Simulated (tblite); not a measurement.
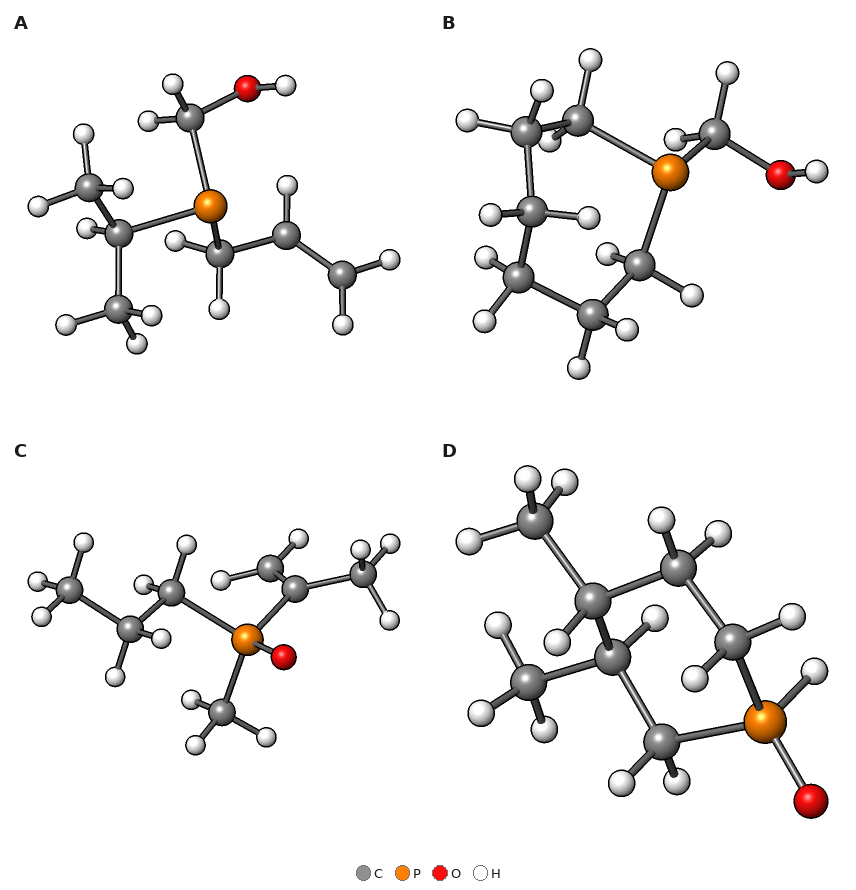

(Drawn from a calculation with tblite.)

> Which panel belongs to which SMILES?
(1) C=CCP(CO)C(C)C
(2) C[C@@H]1CC[P@@H](=O)C[C@H]1C
(3) OCP1CCCCCC1
(4) C=C(C)[P@@](C)(=O)CCC

A is (1), B is (3), C is (4), D is (2).
